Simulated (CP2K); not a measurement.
**CHCl2FO (SMILES OC(F)(Cl)Cl) at AM1**

Aim: the energy difference between two shapes of CHCl2FO at AM1, from 2 runs. 

Program for the calculation: CP2K 2026.2.

2 further runs of the same task are left out: 2 set aside as unsound or not needed.

**1. The system as given**

The species is CHCl2FO (6 atoms), meant as a singlet with charge 0. As SMILES, `OC(F)(Cl)Cl`. The shape is that of a GFN2-xTB optimisation. This is one conformer, not always the lowest.

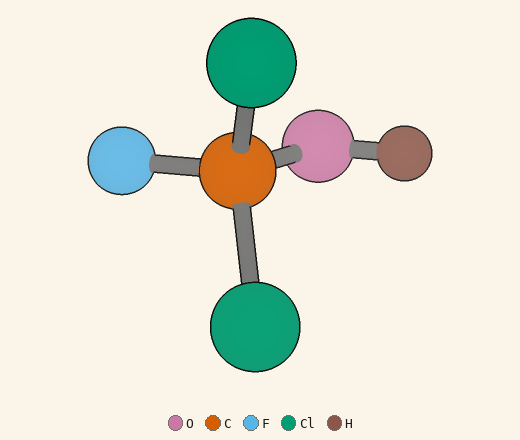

Viewed from a chosen angle; oxygen pink, carbon orange, fluorine blue, chlorine teal, hydrogen brown.

**2. Energy and gradient at AM1**

Contents of job.inp:

```
&GLOBAL
  PROJECT_NAME job
  RUN_TYPE ENERGY_FORCE
  PRINT_LEVEL MEDIUM
&END GLOBAL

&FORCE_EVAL
  METHOD Quickstep
  &DFT
    CHARGE 0
    MULTIPLICITY 1
    &QS
      METHOD AM1
      EPS_DEFAULT 1.0E-10
      &SE
        &COULOMB
          CUTOFF [angstrom] 50
          RC_RANGE [angstrom] 0
        &END COULOMB
        &EXCHANGE
          CUTOFF [angstrom] 50
          RC_RANGE [angstrom] 0
        &END EXCHANGE
      &END SE
    &END QS
    &POISSON
      PERIODIC NONE
      POISSON_SOLVER ANALYTIC
    &END POISSON
    &SCF
      SCF_GUESS ATOMIC
      EPS_SCF 1.0E-06
      MAX_SCF 150
      ADDED_MOS 4
      &DIAGONALIZATION
        ALGORITHM STANDARD
      &END DIAGONALIZATION
      &MIXING
        METHOD DIRECT_P_MIXING
        ALPHA 0.4
      &END MIXING
    &END SCF
    &PRINT
      &MOMENTS
        PERIODIC F
        REFERENCE COM
        MAX_MOMENT 1
      &END MOMENTS
      &MO ON
        ENERGIES T
        OCCUPATION_NUMBERS T
        NDIGITS 6
        &EACH
          QS_SCF 0
        &END EACH
        ADD_LAST NUMERIC
      &END MO
      &HIRSHFELD OFF
      &END HIRSHFELD
    &END PRINT
  &END DFT
  &SUBSYS
    &CELL
      ABC [angstrom] 10.7 10.8 10.3
      PERIODIC NONE
    &END CELL
    &COORD
      O      0.210930    -0.182750     1.111530
      C     -0.262890     0.063210    -0.107410
      F     -1.568970     0.313480    -0.010360
      Cl    -0.055620    -1.335880    -1.228350
      Cl     0.514220     1.498170    -0.877510
      H      1.162320    -0.356230     1.112090
    &END COORD
    &TOPOLOGY
      &CENTER_COORDINATES
      &END CENTER_COORDINATES
    &END TOPOLOGY
  &END SUBSYS
  &PRINT
    &FORCES ON
    &END FORCES
  &END PRINT
&END FORCE_EVAL
```

Run with:

```console
$ OMP_NUM_THREADS=1 cp2k.psmp -i job.inp -o job.out
```

Output:

```text
CP2K| version string:                                       CP2K version 2026.2
[...]
 GLOBAL| Method name                                                        CP2K
[...]
 GLOBAL| Run type                                                   ENERGY_FORCE
[...]
                             - Atoms:                                          6
[...]
                             - Spherical basis functions:                     21
[...]
 Number of electrons:                                                         32
[...]
     1 P_Mix/Diag. 0.40E+00    0.0     0.78830745       -57.4349004112 -5.74E+01
[...]
    17 DIIS/Diag.  0.99E-07    0.0     0.00000016       -62.2941670356 -1.20E-12
  *** SCF run converged in    17 steps ***
  Core-core repulsion energy [eV]:                           2495.85348826108657
  Core Hamiltonian energy [eV]:                             -2804.14895002047024
  Two-electron integral energy [eV]:                        -2773.63005894395883
  Electronic energy [eV]:                                   -4190.96397949244965
  Total energy [eV]:                                        -1695.11049123136308
  Atomic reference energy [eV]:                              1690.58515447495415
  Heat of formation [kcal/mol]:                              -104.35675299478652
[...]
 SE_DIPOLE| Moment [Debye]         -1.68855390       0.39852683      -0.73283676
 SE_DIPOLE| Derivative [a.u.]       0.00000000       0.00000000       0.00000000
 ENERGY| Total FORCE_EVAL ( QS ) energy [hartree]            -62.294167035644762
 FORCES| Atomic forces [hartree/bohr]
 FORCES|   Atom     x               y               z               |f|
 FORCES|      1  9.35303663E-03 -1.09447762E-02  7.20594991E-02   7.34835957E-02
 FORCES|      2  7.43730302E-03  8.23000642E-03 -7.80753156E-02   7.88593773E-02
 FORCES|      3 -4.45540739E-02  5.78502488E-03  2.51576756E-02   5.14921417E-02
 FORCES|      4  1.01874344E-02 -1.10495983E-02 -8.86438118E-03   1.74486302E-02
 FORCES|      5  1.40562584E-02  8.25624404E-03 -6.67320574E-03   1.76146428E-02
 FORCES|      6  3.52004142E-03 -2.76900876E-04 -3.60427229E-03   5.04560645E-03
 FORCES| Sum    -7.77156117E-16 -1.20736754E-15  6.93889390E-16
 FORCES| Total atomic force                                       1.59473838E-15
[...]
```

It took 0.84 s on 1 thread of Intel Xeon 6975P-C (Granite Rapids), shared host; peak memory 0.18 GiB.

**3. The distorted shape, same level**

Contents of molecule.inp:

```
&global
    project molecule
    run_type ENERGY_FORCE
    print_level MEDIUM
&end global
&force_eval
    method Quickstep
    &dft
        # Quickstep
        &qs
            method AM1
            eps_default 1.0E-10
            &se
                &coulomb
                    cutoff [angstrom] 50
                    rc_range [angstrom] 0
                &end coulomb
                &exchange
                    cutoff [angstrom] 50
                    rc_range [angstrom] 0
                &end exchange
            &end se
        &end qs
        # isolated system
        &poisson
            periodic NONE
            poisson_solver ANALYTIC
        &end poisson
        # SCF settings
        &scf
            scf_guess ATOMIC
            eps_scf 1.0E-06
            max_scf 150
            added_mos 4
            &diagonalization
                algorithm STANDARD
            &end diagonalization
            &mixing
                method DIRECT_P_MIXING
                alpha 0.4
            &end mixing
        &end scf
        # extra output
        &print
            &moments
                periodic F
                reference COM
                max_moment 1
            &end moments
            &mo ON
                energies T
                occupation_numbers T
                ndigits 6
                &each
                    qs_scf 0
                &end each
                add_last NUMERIC
            &end mo
            &hirshfeld OFF
            &end hirshfeld
        &end print
    &end dft
    &subsys
        &cell
            abc 10.7 10.8 10.4
            periodic NONE
        &end cell
        &coord
            O      0.198839    -0.169144     1.126545
            C     -0.230816     0.057244    -0.168593
            F     -1.580548     0.293299    -0.036434
            Cl     0.013938    -1.336609    -1.244835
            Cl     0.546389     1.444818    -0.839427
            H      1.149459    -0.334369     1.080362
        &end coord
        &topology
            &center_coordinates
            &end center_coordinates
        &end topology
    &end subsys
    # extra output
    &print
        &forces ON
        &end forces
    &end print
&end force_eval
```

Run with:

```console
$ OMP_NUM_THREADS=1 cp2k.psmp -i molecule.inp > molecule.out 2>&1
```

Output:

```text
CP2K| version string:                                       CP2K version 2026.2
[...]
 GLOBAL| Method name                                                        CP2K
[...]
 GLOBAL| Run type                                                   ENERGY_FORCE
[...]
                             - Atoms:                                          6
[...]
                             - Spherical basis functions:                     21
[...]
 Number of electrons:                                                         32
[...]
     1 P_Mix/Diag. 0.40E+00    0.0     0.79924334       -57.4820254217 -5.75E+01
[...]
    16 DIIS/Diag.  0.19E-06    0.0     0.00000061       -62.2978708565 -2.50E-11
  *** SCF run converged in    16 steps ***
  Core-core repulsion energy [eV]:                           2496.76558761722572
  Core Hamiltonian energy [eV]:                             -2799.87016931120570
  Two-electron integral energy [eV]:                        -2784.21339125692293
  Electronic energy [eV]:                                   -4191.97686493966648
  Total energy [eV]:                                        -1695.21127732244122
  Atomic reference energy [eV]:                              1690.58515447495415
  Heat of formation [kcal/mol]:                              -106.68093565303026
[...]
 SE_DIPOLE| Moment [Debye]         -1.85575479       0.20592390      -0.06807788
 SE_DIPOLE| Derivative [a.u.]       0.00000000       0.00000000       0.00000000
 ENERGY| Total FORCE_EVAL ( QS ) energy [hartree]            -62.297870856502861
 FORCES| Atomic forces [hartree/bohr]
 FORCES|   Atom     x               y               z               |f|
 FORCES|      1 -1.16464870E-03 -7.83162227E-03  1.50676336E-02   1.70212895E-02
 FORCES|      2 -3.32586474E-02 -5.26954960E-03 -3.92964467E-03   3.39020337E-02
 FORCES|      3 -1.71834464E-03 -3.72211319E-03  1.30415985E-02   1.36707763E-02
 FORCES|      4  7.56307600E-03 -1.54914126E-02 -9.16485082E-03   1.95237925E-02
 FORCES|      5  2.45503154E-02  3.42687099E-02 -2.11969521E-02   4.71844598E-02
 FORCES|      6  4.02824934E-03 -1.95401229E-03  6.18221554E-03   7.63313472E-03
 FORCES| Sum     2.77555756E-16  5.55111512E-17 -5.55111512E-17
 FORCES| Total atomic force                                       2.88444403E-16
[...]
```

Wall time 0.84 s (1 thread of Intel Xeon 6975P-C (Granite Rapids), shared host); peak memory 0.18 GiB.

**4. Summary of results**

At AM1:

| quantity | value |
| --- | --- |
| first shape: total energy | -62.29417 Eh |
| first shape: dipole moment | 1.88 D |
| first shape: HOMO energy | -12.20 eV |
| first shape: LUMO energy | -0.88 eV |
| first shape: HOMO–LUMO gap | 11.33 eV |
| first shape: heat of formation at this unrelaxed shape | -104.4 kcal/mol |
| first shape: largest force on an atom | 4.055 eV/Å |
| distorted shape: total energy | -62.29787 Eh |
| distorted shape: dipole moment | 1.87 D |
| distorted shape: HOMO energy | -12.39 eV |
| distorted shape: LUMO energy | -0.77 eV |
| distorted shape: HOMO–LUMO gap | 11.62 eV |
| distorted shape: heat of formation at this unrelaxed shape | -106.7 kcal/mol |
| distorted shape: largest force on an atom | 2.426 eV/Å |
| energy change with the atoms displaced | -0.101 eV |

**Reading.** With the atoms displaced the energy falls by 0.10 eV (9.7 kJ/mol). The first shape isn't relaxed at this level, so the change isn't measured from a minimum. The largest force (first shape) is 4.06 eV/Å: the shape isn't a stationary point for this species at this level.
